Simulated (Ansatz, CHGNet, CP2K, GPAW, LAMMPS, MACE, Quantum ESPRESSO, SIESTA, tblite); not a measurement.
# Liquid Cu15Zr85 (at. %) at 1900 K (61 atoms): one structure in several programs

Aim: run liquid Cu15Zr85 (at. %) at 1900 K (61 atoms) in several programs and set results and cost side by side. A plane-wave run serves as the reference.

Calculated with Ansatz 0.2.0; Kohn-Sham DFT, PBE, PAW, plane waves.

In doubt: a PseudoDojo file used here is known to give poor structures and forces (SIESTA), which bears on pressures, cells, forces and phonons.

### 1. The starting structure

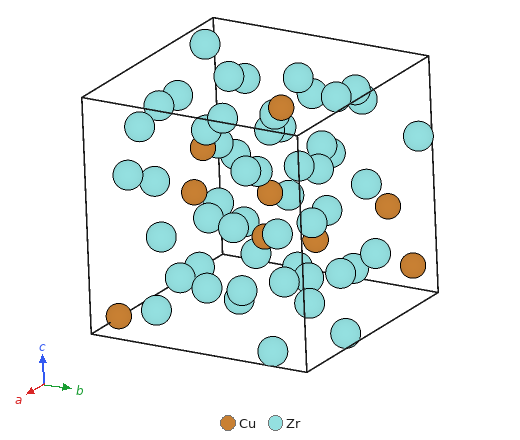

The cell as given, slightly off an axis (copper orange, zirconium light teal). Some periodic images of atoms are drawn too.

The cell holds 61 atoms: 9 Cu and 52 Zr. Cell: a = 11.159 Å, b = 11.159 Å, c = 11.159 Å, α = 90.0°, β = 90.0°, γ = 90.0°. 61 atoms (9 Cu, 52 Zr) placed at random at 6.06 g/cm³, melted at 2200 K for 10 ps at fixed volume with the Finnis-Sinclair Cu-Zr potential (Mendelev, file CuZr_mm.eam.fs of the LAMMPS distribution). Snapshot at the end of a hold of 10 ps at 1900 K and zero pressure.

### 2. Plane-wave reference

The PAW files are the set soft_2.

File input.yaml:

```yaml
crystal:
  lattice:
    - [11.1585, 0.0, 0.0]
    - [0.0, 11.1585, 0.0]
    - [0.0, 0.0, 11.1585]
  atoms:
    - { symbol: Cu, position: [0.15212, 0.87732, 0.39588] }
    - { symbol: Cu, position: [0.36849, 0.46442, 0.45857] }
    - { symbol: Cu, position: [0.52034, 0.25504, 0.66621] }
    - { symbol: Cu, position: [0.57374, 0.56098, 0.35919] }
    [... 51 atom lines left out ...]
    - { symbol: Zr, position: [0.09764, 0.74271, 0.80814] }
    - { symbol: Zr, position: [0.36388, 0.71281, 0.6967] }
    - { symbol: Zr, position: [0.64031, 0.472, 0.10227] }
    - { symbol: Zr, position: [0.37705, 0.39329, 0.1939] }
    - { symbol: Zr, position: [0.86447, 0.91759, 0.81304] }
    - { symbol: Zr, position: [0.348, 0.10823, 0.08014] }
kpoints:
  mp_grid: { grid: [1, 1, 1] }
hamiltonian:
  xc: pbe
scf:
  occupations: { method: fermi_dirac, width: 0.05 }
output:
  forces: true
  eigenvalues: true
  populations: true
  stress: true
```

Run with:

```console
ansatz run input.yaml --threads 8 --pin off --max-ram 15872MiB --backend cpu --events-out ev --progress --plain --runs-dir out
```

Numbers of over 12 decimals in the logs are rounded to 6 here.

Output:

```text
[...]
Pseudopotentials: kind: paw
Pseudopotential: Cu, paw, valence charge 19, recommended cutoff 420 eV (normal), Cu.paw.azcp
Pseudopotential: Zr, paw, valence charge 12, recommended cutoff 420 eV (normal), Zr.paw.azcp
[... 5 lines on functional and potentials left out ...]
Crystal: 61 atoms, lattice volume = 1389.369 Å³
Basis set: ecut = 420 eV, 27201 PW (Γ), exchange–correlation on 150×150×150 points (8 copies of the dense FFT grid, shifted against one another)
Bands: 477, of which v1, the nominal top of the filled ones, is band 398 counted from 1 (397 counted from 0)
Symmetry: 1 space group operations
Space group: P1 (ITA 1), of the structure as read, at distance tolerance 1.1e-4 Å
k-points: 1
[... 5 lines on functional and potentials left out ...]
Initial density: superposition of atomic densities (neutral atoms: chi_scale 0, normalization atom), corrected by the library's trained network
Initial wavefunctions: pseudopotential atomic-orbital guess
[...]
SCF iter   1: F=—  HF=-277165.036368 eV  |F-HF|=—  |Δ(HF+E_count)|=         —  Δρ=7.34e-3  dr2=3.23e0  ethr=1.77e-3  ⟨swp⟩=7.0  Hψ=1657  notcnv=0  defer=8
preconditioner: auto → Kerker (q_TF=auto, 2.486 Å⁻¹)  [metal: Δε(μ)=0.022 eV  Ē_g=3.155 eV  σ=0.050 eV  W_gap=0.11  n_scr=364 (ndim 8)  ℏωp=17.5 eV  f_vac=0.000  D(μ)=85.35/eV (n_scr^D=894)]
[...]
SCF iter  10: F=—  HF=-277165.030385 eV  |F-HF|=—  |Δ(HF+E_count)|=   1.89e-8  Δρ=4.08e-6  dr2=1.90e-7  ethr=1.26e-11  ⟨swp⟩=12.0  Hψ=1536  notcnv=0
SCF iter  11: F=-277165.030385 eV  HF=-277165.030385 eV  |F-HF|=2.21e-8  |Δ(HF+E_count)|=   2.80e-8  Δρ=1.46e-6  dr2=3.16e-8  ethr=1.26e-11  ⟨swp⟩=3.0  Hψ=1279  notcnv=0
SCF 1 converged in 11 iterations: F = -277165.030385 eV  dr2 = 3.16e-8
[...]
SCF converged after 11 iterations
Free energy (F): -277165.030385 eV
Harris-Foulkes:  -277165.030385 eV  (|F-HF|=2.21e-8)
Internal energy: -277164.306302 eV  (E = F + TS)
E sigma→0 (E₀):  -277164.668343 eV
Entropy (-TS):   -0.724083 eV (-11.870 meV/atom)
Fermi energy:    13.117102 eV
--- Per-component energies (eV) ---
[...]
Σ components = -277165.030385   (vs F -277165.030385, Δ=0.00e0)
--- Forces (eV/Å), atoms counted from 1 ---
  atom   1  Cu    -0.62113132     0.14075147     0.04483747
  atom   2  Cu    -0.13154265    -0.60051826     0.09686764
  atom   3  Cu     1.28204177     1.06890017     0.60819572
  atom   4  Cu    -0.34107341    -1.04566306    -0.11966582
[...]
atom  61  Zr    -0.24309678    -0.03859842    -1.05997081
  max |Σ_I F_I| component: 2.54e-5 eV/Å
--- Stress (GPa, compression-positive) ---
       -1.830436      -0.229185      -0.155949
       -0.229185       0.377205      -0.457394
       -0.155949      -0.457394       0.314387
  P = ⅓ Tr σ = -0.3796 GPa (-3.796 kbar)
--- Band table (eV) ---
  k-point 0: bands = ["-100.2408", "-100.2368", "-99.9538", "-99.8915", [... 461 levels ...], "15.0564", "15.1098", "15.1571", "15.2250", "15.2275", "15.2630", "15.2921", "15.3239", "15.3491", "15.3754", "15.3943", "15.4403"]
--- Löwdin populations: 61 sites ---
  site symbol       q [e]
     0     Cu     18.6386
     1     Cu     18.6513
     2     Cu     18.6294
[...]
60     Zr     11.9351
  spilling = 0.006119 (of n_electrons = 795.000000)
```

Wall time 17 s (8 threads of Arm Neoverse V2, shared host); peak memory 2.1 GiB; 2.1 min of CPU time.

Numbers from this run:

```yaml
free_energy: -277165.0304 eV
free_energy_per_atom: -4543.6890 eV/atom
scf_cycles: 11
pressure: -0.3796 GPa
r_m_s_force_component: 0.851 eV/Å
longest_force: 3.006 eV/Å
fermi_energy: 13.12 eV
levels_partly_filled_by_over_2_per_cent: 18
spilling_of_the_projection: 0.006119
```

Length of the force by element:

```tsv
element	coordination	atoms	mean length of the force (eV/Å)	spread	least	most
Cu	all	9	1.07	0.398	0.622	1.78
Zr	all	52	1.38	0.646	0.303	3.01
```

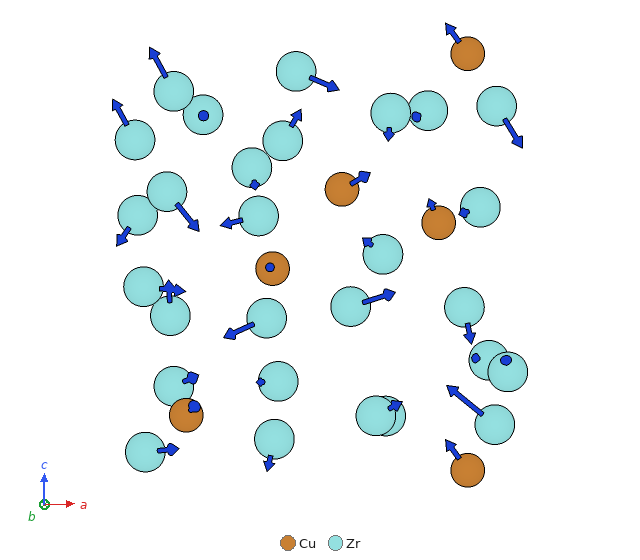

Forces as arrows; the longest in the cell is 3.01 eV/Å. Drawn is a stretch of 10 Å of the 11 Å that the cell measures along a and a slice 6 Å thick, seen along the normal of the ac plane.

The levels nearest the highest filled one (over half full), pooled over k-points and spins:

```tsv
level less the highest filled one (eV)	occupation
-0.122	1.86
-0.0983	1.78
-0.0893	1.74
-0.0697	1.64
-0.052	1.52
0	1.06
0.0072	0.992
0.0149	0.915
0.055	0.549
0.0746	0.407
0.104	0.246
0.114	0.21
```

### 3. Local order

Density 6.35 g/cm³, 22.78 Å³ an atom.

g(r), total and by pair (bins of 0.2 Å):

```tsv
r (Å)	total	Zr-Zr	Zr-Cu	Cu-Cu
2.30	0.06	0.00	0.22	0.00
2.50	0.38	0.13	1.16	0.00
2.70	1.17	0.73	2.40	1.77
2.90	1.92	1.87	2.12	1.59
3.10	2.88	3.07	2.34	2.94
3.30	1.75	2.02	1.09	0.00
3.50	1.21	1.22	1.28	0.00
3.70	0.89	1.01	0.42	2.00
3.90	0.72	0.80	0.39	1.77
4.10	0.65	0.55	0.99	0.00
4.30	0.48	0.42	0.64	0.77
4.50	0.63	0.64	0.64	0.00
4.70	0.90	0.89	0.85	1.81
4.90	0.72	0.63	0.94	1.12
5.10	0.89	0.91	0.92	0.00
5.30	1.04	0.99	1.22	0.50
5.50	1.25	1.19	1.48	0.46
```

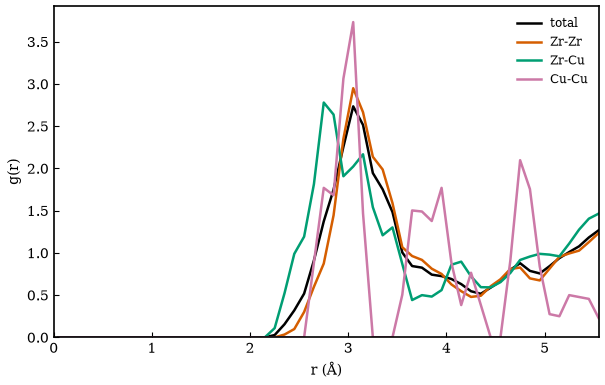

Pair distribution functions, lightly smoothed.

### 4. The other programs

The programs:
- CHGNet: machine-learned potential, published weights.
- CP2K 2026.2: Gaussian basis with GTH pseudopotentials and a plane-wave density; labels give functional, basis (MOLOPT sets; SR short-range, UZH the newer set with its own potentials), grid cutoff/relative cutoff and solver (OT: orbital transformation; TRS4, TC2, SIGN: linear-scaling purification with its sparsity filter), or its built-in tight binding.
- MACE: machine-learned potential, published weights.
- Quantum ESPRESSO 7.5: plane waves; labels (QE) give functional, pseudopotential set and cutoffs of waves/density.
- SIESTA 5.4.2: numerical atomic orbitals, whose automatically made sets are far from complete, with PseudoDojo norm-conserving potentials that we converted to its format (checked against plane waves on the same files for H, C, O, Si, Ge and Ca alone); labels give functional, basis size, energy shift and mesh cutoff.

All use the same cell and atoms; the electronic-structure runs use the same k-mesh, and an electronic temperature of 580 K (0.05 eV) where levels are smeared.

Differences are against the plane-wave reference, forces as r.m.s. over components; share is that over the reference's r.m.s. force, slope the least-squares factor from reference forces to these. Total energies of different programs have different zeros and aren't compared.

```tsv
run	Δ force, r.m.s. (meV/Å)	share (%)	slope	Δ pressure (GPa)	cores	CPU time	memory (GiB)
reference	-	-	-	-	8	2.1 min	2.1
CHGNet 0.3.0 potential	327	38.4	0.926	-0.0272	1	3.4 s	0.6
CHGNet r2SCAN potential	514	60.4	0.428	-1.13	1	3.3 s	0.6
CP2K PBE, DZVP-UZH, 280/50 Ry, diagonalisation (coarse)	171	20.1	1.008	1.33	4	26 min	5.8
CP2K PBE, DZVP-UZH, 800/50 Ry, diagonalisation	34.5	4.06	1.018	1.07	4	28 min	9.6
CP2K PBE, SZV-MOLOPT-SR, 800/50 Ry, diagonalisation (coarse)	264	31.0	0.943	-2.12	2	11 min	4.8
MACE MPA-0 medium potential	216	25.4	1.010	0.0095	1	7.1 s	0.79
QE PBE, sssp-1.3.0-efficiency, 60/480 Ry	1.92	0.225	1.001	-0.0384	4	27 min	5.6
SIESTA PBE, DZ, shift 0.01 Ry, mesh 500 Ry (coarse)	208	24.4	1.131	-7.41	2	9.4 min	2.2
SIESTA PBE, DZP, shift 0.002 Ry, mesh 500 Ry	135	15.9	1.138	0.915	4	44 min	5.1
SIESTA PBE, DZP, shift 0.01 Ry, mesh 500 Ry	102	11.9	1.091	-1.13	2	20 min	3.0
SIESTA PBE, SZP, shift 0.01 Ry, mesh 500 Ry (coarse)	133	15.6	1.126	-0.141	2	14 min	2.7
```

Rows marked coarse were listed beforehand as settings not expected to be converged; some can still land near the reference.

Times of the machine-learned potentials are mostly Python's start and the loading of weights.

CPU time is summed over cores on a shared host, where runs went side by side, so it is rough. Symmetry, cutoffs, thresholds, outputs and thread counts weren't matched or tuned between programs; memory under MPI is the largest rank's times the ranks.

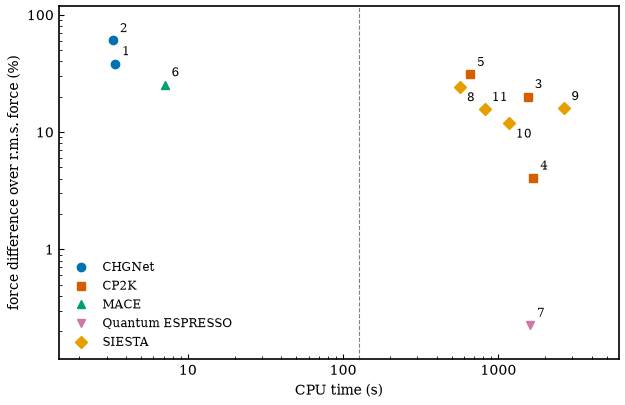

Force difference against CPU time; the dashed line marks the reference's time. Points: 1 CHGNet 0.3.0 potential; 2 CHGNet r2SCAN potential; 3 CP2K PBE, DZVP-UZH, 280/50 Ry, diagonalisation; 4 CP2K PBE, DZVP-UZH, 800/50 Ry, diagonalisation; 5 CP2K PBE, SZV-MOLOPT-SR, 800/50 Ry, diagonalisation; 6 MACE MPA-0 medium potential; 7 QE PBE, sssp-1.3.0-efficiency, 60/480 Ry; 8 SIESTA PBE, DZ, shift 0.01 Ry, mesh 500 Ry; 9 SIESTA PBE, DZP, shift 0.002 Ry, mesh 500 Ry; 10 SIESTA PBE, DZP, shift 0.01 Ry, mesh 500 Ry; 11 SIESTA PBE, SZP, shift 0.01 Ry, mesh 500 Ry.

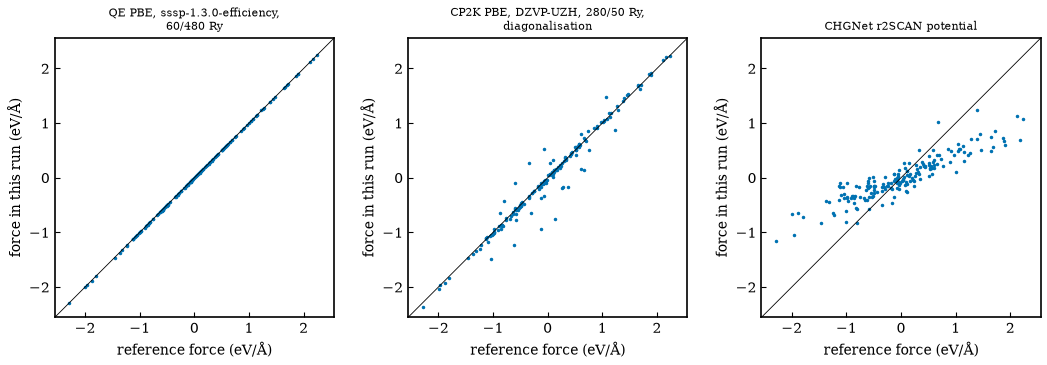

Force components against those of the reference; the line marks equality.

Runs without a result: tblite GFN1-xTB (not converged); GPAW PBE, LCAO dzp, h 0.2 Å (cut off at its time limit of 7.7 min); CP2K GFN1-xTB, diagonalisation (not converged, the SCF not settling); GPAW PBE, LCAO dzp, h 0.28 Å (cut off at its time limit of 5.2 min); GPAW PBE, LCAO szp(dzp), h 0.2 Å (cut off at its time limit of 4.8 min); GPAW PBE, LCAO dzp, h 0.2 Å, other mixer settings (cut off at its time limit of 12 min).

Mean charges by element (e), by run and scheme:

```tsv
run	scheme	Cu	Zr
CP2K PBE, DZVP-UZH, 800/50 Ry, diagonalisation	Mulliken	-0.30	+0.05
CP2K PBE, DZVP-UZH, 800/50 Ry, diagonalisation	Hirshfeld	-0.07	+0.01
SIESTA PBE, DZP, shift 0.002 Ry, mesh 500 Ry	Hirshfeld	+0.29	-0.05
SIESTA PBE, DZP, shift 0.01 Ry, mesh 500 Ry	Hirshfeld	+0.39	-0.07
```

Within one program, basis, potentials and functional, energies share a zero. Each run against its twin at the usual cutoff or grid and solver:

```tsv
run	twin	Δ energy (meV/atom)	Δ force, r.m.s. (meV/Å)	CPU time over the twin's
CP2K PBE, DZVP-UZH, 280/50 Ry, diagonalisation	DZVP-UZH, 800/50 Ry, diagonalisation	-4.27	170	0.92
```

### 5. Outcome

| Quantity | Value |
| --- | --- |
| reference r.m.s. force component | 0.851 eV/Å |
| nearest in forces | QE PBE, sssp-1.3.0-efficiency, 60/480 Ry, 0.23 % |
| farthest in forces | CHGNet r2SCAN potential, 60 % |
| cheapest electronic-structure run beside the reference | SIESTA PBE, DZ, shift 0.01 Ry, mesh 500 Ry, 9.4 min of CPU time |

**Reading.** PBE on plane waves or a grid with other potentials, cutoffs or grids, coarse settings apart, differs from the reference by 0.23 % (QE PBE, sssp-1.3.0-efficiency, 60/480 Ry) of the r.m.s. force; this holds the reference's own error, so differences of a few per cent don't tell which side is nearer the exact PBE result (QE's 60 Ry are 816 eV, against the reference's 420 eV). The PBE runs in local orbitals, coarse settings apart, differ by 4.1 % (CP2K PBE, DZVP-UZH, 800/50 Ry, diagonalisation) to 16 % (SIESTA PBE, DZP, shift 0.002 Ry, mesh 500 Ry); basis, grid and potentials can all enter. Machine-learned potentials differ by 25 % (MACE MPA-0 medium potential) to 60 % (CHGNet r2SCAN potential); they were trained on other programs' data, some at another functional. Runs with settings chosen to be coarse differ by 16 % (SIESTA PBE, SZP, shift 0.01 Ry, mesh 500 Ry) to 31 % (CP2K PBE, SZV-MOLOPT-SR, 800/50 Ry, diagonalisation), their programs' other errors included. None of the electronic-structure runs in the table takes under half the reference's CPU time of 2.1 min; they take 4.5 to 21 times as much. SIESTA PBE, DZP, shift 0.002 Ry, mesh 500 Ry stiffens the forces by a factor of 1.14 while following their directions (correlation 0.998); the slopes of the 4 SIESTA runs lie between 1.09 and 1.14. In pressure, SIESTA PBE, DZ, shift 0.01 Ry, mesh 500 Ry misses by -7.4 GPa, at the same functional. Charges hang on scheme and program or settings: among these rows the mean for Cu runs from -0.30 to +0.39 e, even in sign. In the reference: 18 levels are partly filled, by over 2 % (at Γ alone), as in a metal. The potentials hold different valence shells: 795 electrons in the reference, 723 in CP2K with SZV-MOLOPT-SR and 723 in Quantum ESPRESSO with SSSP; this bears on time and differences. A potential file of the SIESTA runs is in doubt, which bears on their forces and pressure. The frame stands for 1900 K, but pressures are static and levels are smeared at 580 K, under the temperature of the frame, which matters where levels are partly filled. The electron count is odd in these runs, and they have no spin polarisation, so the unpaired electron is spread evenly over both spins. Machine-learned potentials mimic data converged in k, so the reference's own k-point error enters their differences. The network of bonds at the start is that of the classical potential that made the cell, and needn't be the one that DFT or experiment would give. The electron count is odd and the run has no spin polarisation, so levels at the top are partly filled by construction. The electronic-structure runs sample only Γ, in a cell whose shortest periodic width is 11 Å, which is coarse for a cell with partly filled levels.

[Also dropped from logs without a mark: logging warnings of Python, and SIESTA's first energy breakdown and zero terms.]

[Logs are printed without paths, hosts, clocks, repeated set-up lines and the standing remarks that a program may print on its own settings, such as how far it seeks lower states.]

[Hosts, paths, dates, database ids (printed as entryN), source tags and the programs' standing remarks are cut or masked in the printed files.]
